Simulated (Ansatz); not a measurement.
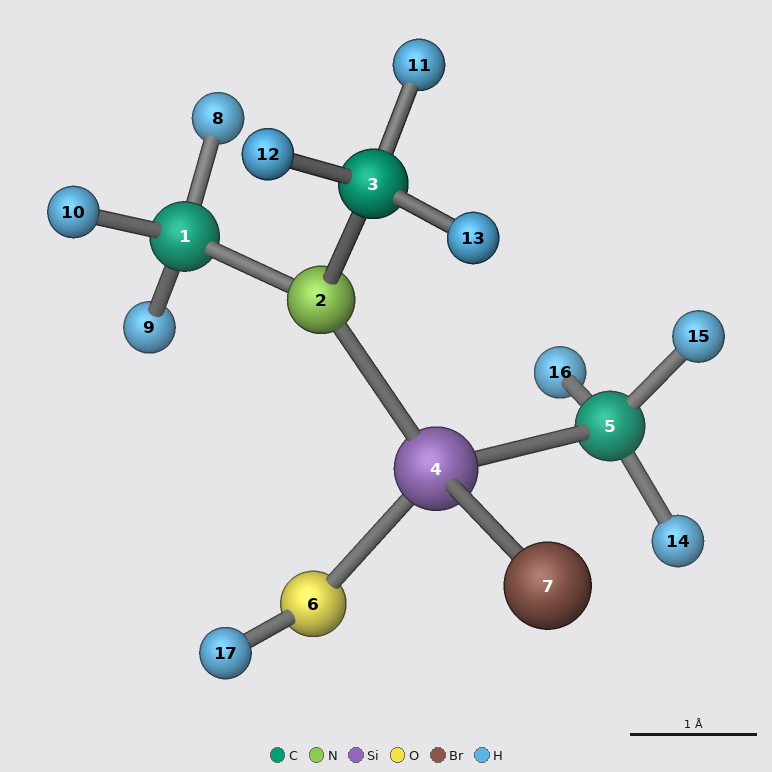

The atoms are numbered. Computed geometry: PBE0-D4/def2-TZVP optimisation. No frequency run is at hand to confirm it as a minimum.

List the bonds and their lengths.

```json
{"bond": "C1–N2", "length (Å)": "1.446", "order": "single"}
{"bond": "C1–H8", "length (Å)": "1.099", "order": "single"}
{"bond": "C1–H9", "length (Å)": "1.091", "order": "single"}
{"bond": "C1–H10", "length (Å)": "1.097", "order": "single"}
{"bond": "N2–C3", "length (Å)": "1.443", "order": "single"}
{"bond": "N2–Si4", "length (Å)": "1.707", "order": "single"}
{"bond": "C3–H11", "length (Å)": "1.099", "order": "single"}
{"bond": "C3–H12", "length (Å)": "1.097", "order": "single"}
{"bond": "C3–H13", "length (Å)": "1.090", "order": "single"}
{"bond": "Si4–C5", "length (Å)": "1.849", "order": "single"}
{"bond": "Si4–O6", "length (Å)": "1.638", "order": "single"}
{"bond": "Si4–Br7", "length (Å)": "2.245", "order": "single"}
{"bond": "C5–H14", "length (Å)": "1.091", "order": "single"}
{"bond": "C5–H15", "length (Å)": "1.092", "order": "single"}
{"bond": "C5–H16", "length (Å)": "1.094", "order": "single"}
{"bond": "O6–H17", "length (Å)": "0.959", "order": "single"}
```
